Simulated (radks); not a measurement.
A free Ta atom; electrons: [Xe] 4f14 5d3 6s2 (high spin). Computed with the in-house radial solver radks: scalar-relativistic Kohn-Sham, LDA (Slater exchange, Perdew-Wang correlation), spin-polarised, spherical densities, finite nucleus.

```
Z 73
configuration [Xe] 4f14 5d3 6s2 6p0 7s0 5f0
relativity scalar-relativistic
functional lda,pw
spin polarised
nucleus finite rms 5.3507 fm
c 137.035999084
```

Wanted: the number of electrons inside radius r (solid) and the radial density 4πr²ρ (dashed).

The count levels off at 73 electrons. Half of them lie within 0.402 bohr, 90 % within 1.40 bohr and 99 % within 3.93 bohr. The radial density has minima at 0.0244, 0.104 and 0.301 bohr, where the count stands at 1.9, 11.1 and 29.8; these part the shells that the density resolves.

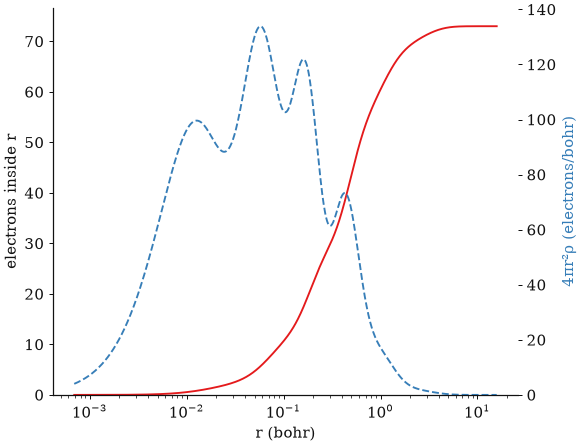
